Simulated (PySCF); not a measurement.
**C5H9N2 (charge +1): excited-state calculation**

System: C5H9N2, charge +1, SMILES Cc1c[nH+]c(C)[nH]1.
Method: TDA KT2/def2-SVPD, vertical, gas phase, core orbitals frozen in the response (PySCF 2.14.0).

The geometry comes from this level: GFN2-xTB. It belongs to a series of runs on one base structure; here: KT2/def2-SVPD; 12 states, TDA.

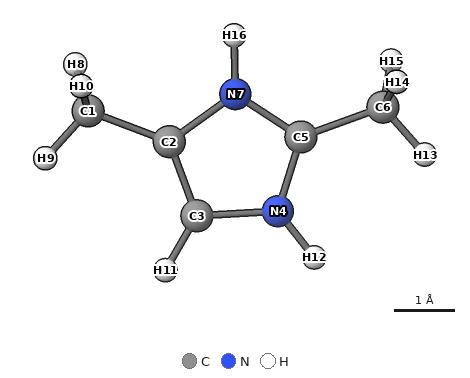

*The structure as given in the input (ball-and-stick view, seen at a tilt; atoms are numbered from 1 in the order of the input).*

## Input
```
{"job": {"kind": "uv", "xc": "KT2", "basis": "def2-SVPD", "nstates": 12, "ntriplets": 2, "tda": true}, "charge": 1, "multiplicity": 1}
C     -2.536638     0.238007    -0.096257
C     -1.119760    -0.177877    -0.089644
C     -0.536620    -1.408982    -0.112616
N      0.820401    -1.219128    -0.083655
C      1.090647     0.083723    -0.044185
C      2.423799     0.707905     0.005911
N     -0.082173     0.725500    -0.049204
H     -2.746944     0.878313    -0.951639
H     -3.181447    -0.633282    -0.146460
H     -2.776996     0.795777     0.807896
H     -0.979932    -2.382166    -0.148320
H      1.507973    -1.959797    -0.094156
H      3.204384    -0.047227    -0.010655
H      2.533757     1.301935     0.913386
H      2.568501     1.376550    -0.842416
H     -0.196550     1.729693    -0.027901
```

The first line tells a small driver script what to run in PySCF; the rest is the geometry in Å.

Launched with:
```bash
OMP_NUM_THREADS=1 python <driver script> task.json out
```

## The program's output
```
coarse grid: 13136 points
cycle   1  E = -310.2358002345  dE =  1.250e+00  |g| = 4.369e-01  |ddm| = 8.571e+00
cycle   2  E = -310.1669368410  dE =  6.886e-02  |g| = 6.656e-01  |ddm| = 2.124e+00
cycle   3  E = -310.2793095422  dE = -1.124e-01  |g| = 1.806e-01  |ddm| = 1.282e+00
cycle   4  E = -310.2880334970  dE = -8.724e-03  |g| = 3.194e-02  |ddm| = 3.627e-01
cycle   5  E = -310.2882611825  dE = -2.277e-04  |g| = 1.261e-02  |ddm| = 7.694e-02
cycle   6  E = -310.2882906027  dE = -2.942e-05  |g| = 4.802e-03  |ddm| = 3.400e-02
cycle   7  E = -310.2882958692  dE = -5.266e-06  |g| = 1.439e-03  |ddm| = 9.747e-03
final grid: 126376 points
cycle   8  E = -310.2609585157  dE = -1.517e-04  |g| = 1.412e-02  |ddm| = 4.128e-01
cycle   9  E = -310.2609001276  dE =  5.839e-05  |g| = 2.033e-02  |ddm| = 6.584e-02
cycle  10  E = -310.2610035610  dE = -1.034e-04  |g| = 5.521e-03  |ddm| = 4.806e-02
cycle  11  E = -310.2610114058  dE = -7.845e-06  |g| = 7.654e-04  |ddm| = 9.121e-03
cycle  12  E = -310.2610115367  dE = -1.309e-07  |g| = 2.378e-04  |ddm| = 3.106e-03
cycle  13  E = -310.2610115490  dE = -1.237e-08  |g| = 5.062e-05  |ddm| = 3.786e-04
cycle  14  E = -310.2610115494  dE = -3.981e-10  |g| = 2.979e-05  |ddm| = 1.467e-04
```

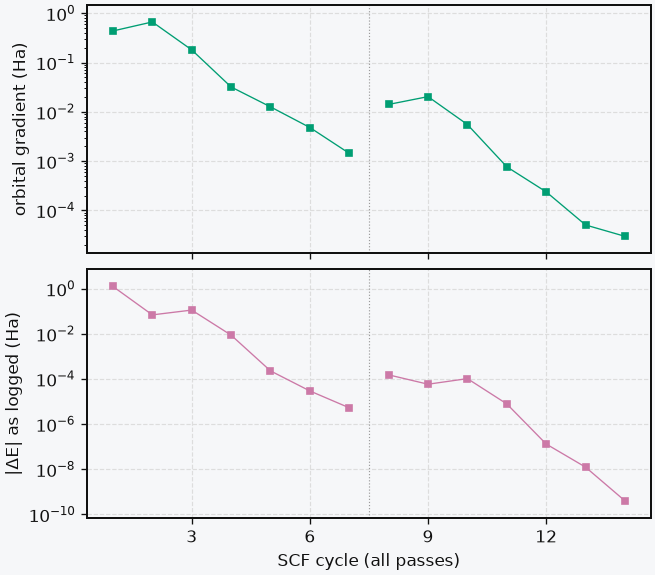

*Convergence of the self-consistent field: orbital gradient and size of the energy change against the SCF cycle. The dotted line marks the change from a coarse to the final integration grid.*

The first 7 cycles use a coarse grid, the final grid takes over at cycle 8, and the field converges after 14 cycles in all.

```
converged SCF energy = -310.2610115494

Static polarisability (au): isotropic 69.410, principal 46.231 70.408 91.592

Singlet excitations
state   eV       nm        f      main configurations
  1   5.8509    211.9   0.26859   H->L 0.91
  2   6.2317    199.0   0.00044   H->L+2 1.00
  3   7.1127    174.3   0.00005   H->L+3 1.00
  4   7.2465    171.1   0.11518   H->L+1 0.73, H-1->L 0.20
  5   7.4277    166.9   0.00259   H->L+4 0.99
  6   7.5688    163.8   0.00244   H->L+5 1.00
  7   7.9722    155.5   0.00098   H-2->L 1.00
  8   8.2565    150.2   0.00055   H->L+6 0.99
  9   8.3173    149.1   0.18245   H-1->L 0.41, H-3->L 0.40
 10   8.5819    144.5   0.00908   H->L+7 0.90, H-4->L 0.10
 11   8.6055    144.1   0.00681   H-4->L 0.87, H->L+7 0.10
 12   8.6307    143.7   0.00132   H-1->L+2 0.97

Triplet excitations (Tamm-Dancoff, eV): 4.1507 4.9201
```

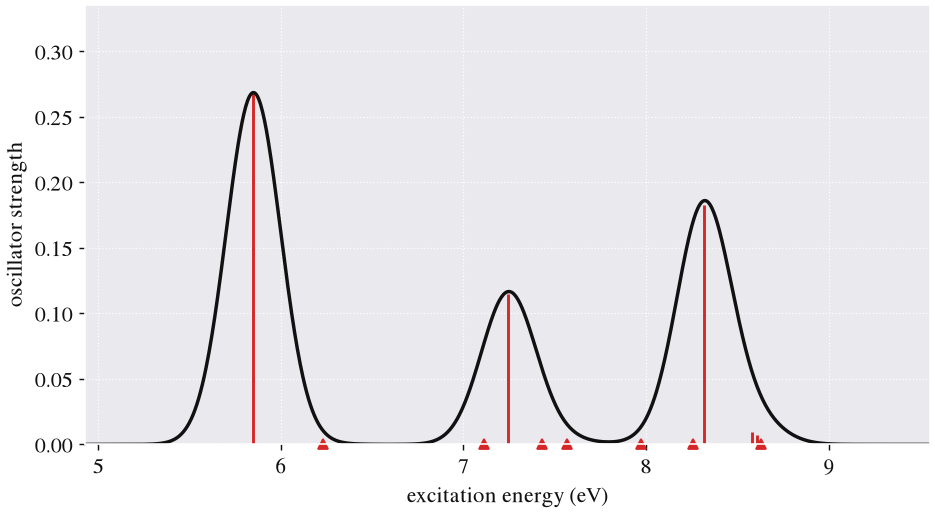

*Computed excitations as sticks (degenerate states added up, dark ones marked on the axis), with a Gaussian envelope of 0.35 eV full width at half maximum, scaled to the tallest.*

Of the 12 states the lowest lies at 5.85 eV (f = 0.269); the strongest line is at 5.85 eV, or 212 nm (f = 0.269).

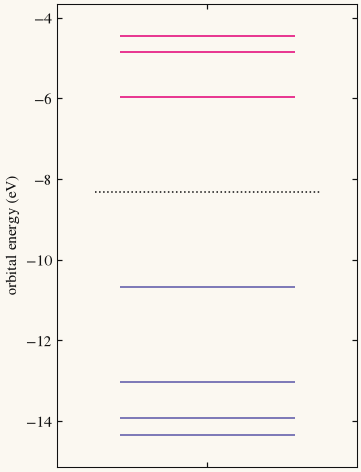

*Orbital energies near the frontier; the dotted line parts filled from empty levels, and levels within 0.02 eV of each other stand side by side.*

Highest filled −10.68 eV, lowest empty −5.98 eV, 4.70 eV apart.

## Results in brief

| quantity | value |
| --- | --- |
| outcome | converged |
| total energy | −310.261012 hartree |
| HOMO | −10.68 eV |
| LUMO | −5.98 eV |
| mean polarisability | 69.41 a.u. |
| lowest singlet excitation | 5.85 eV |
| hardware | 1 CPU thread, shared host |
| wall time | 39 s |
| peak memory | 0.73 GiB |

## Notes

Settings chosen away from the usual ones: KT2/def2-SVPD; 12 states, TDA.
